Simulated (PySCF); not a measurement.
SMILES CC(=O)[SiH2]C[SeH] (C3H8OSeSi) at its GFN2-xTB optimised geometry (Å):

```
14

C      1.7142     1.4600     0.0000
C      0.2129     1.4600     0.0000
O     -0.4390     2.4792     0.0000
Si    -0.6959    -0.2424    -0.0179
C     -0.5677    -0.9747    -1.7820
Se     1.2459    -1.5746    -2.2640
H      2.1078     2.4740    -0.0038
H      2.0704     0.9255     0.8784
H      2.0694     0.9221    -0.8785
H     -2.1078    -0.0310     0.2880
H     -0.0338    -1.1636     0.9142
H     -1.2300    -1.8293    -1.9152
H     -0.8200    -0.2357    -2.5430
H      1.4014    -2.4792    -1.1448
```

Calculation: PySCF 2.14.0 with PBE0/def2-TZVP. Cells within 0.4 Å of a nucleus heavier than hydrogen are left out (blank, or x).

Map of the electron localisation function on the plane z = 0.0 Å:

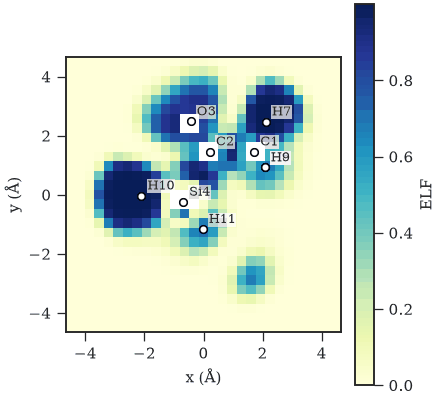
*Electron localisation function on the plane z = 0.0 Å.*
